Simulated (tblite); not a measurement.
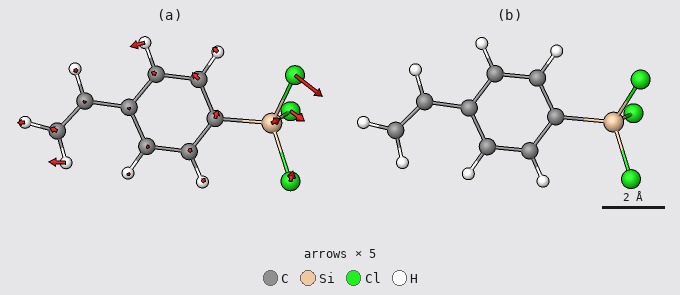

The structure of C8H7Cl3Si before (left) and after (right) a relaxation, at one scale. The red arrows give the displacements, magnified 5 times.

A ball-and-stick model, seen face on.

Level of theory: GFN2-xTB geometry optimisation, gas phase (tblite 0.8.0). 

### What changed between the two?

After 35 geometry steps the energy has fallen by 6.34 kcal/mol. The largest move after the best rigid fit is that of a Cl atom, 0.23 Å. Largest moves by element: Cl 0.23 Å, H 0.12 Å, Si 0.07 Å, C 0.07 Å. Some distances before and after: Cl–Si 2.120 → 2.027 Å, Cl–Si 2.101 → 2.025 Å, Cl–Si 2.072 → 2.023 Å, C–Si 1.845 → 1.888 Å. Among the angles between lasting bonds that change: H–C–H 120.6° → 115.8°, Cl–Si–Cl 113.8° → 109.1°, C–C–H 117.3° → 121.1°. Cost: 0.54 s on 1 thread of Arm Neoverse V1, on a shared host.
